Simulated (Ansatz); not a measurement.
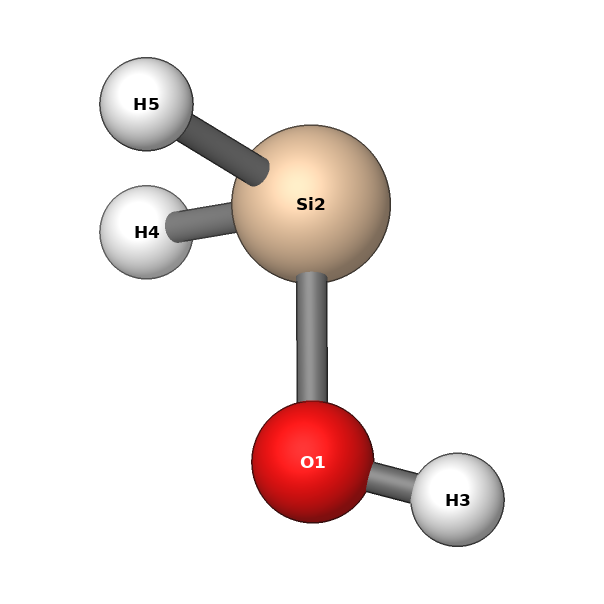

Numbered structure. The species has charge −1 and is a spin singlet. The computed structure is the end point of a PBE0-D4/def2-TZVPD optimisation. No frequency run is at hand to confirm it as a minimum.

> What is the geometry at O1?

O1 has 2 neighbours (Si2 at 1.76, H3 at 0.96 Å); the arrangement is bent.

> Describe the coordination of atom 2.

Si2 has 3 neighbours (O1 at 1.76, H4 at 1.55, H5 at 1.55 Å); the arrangement is trigonal pyramidal.
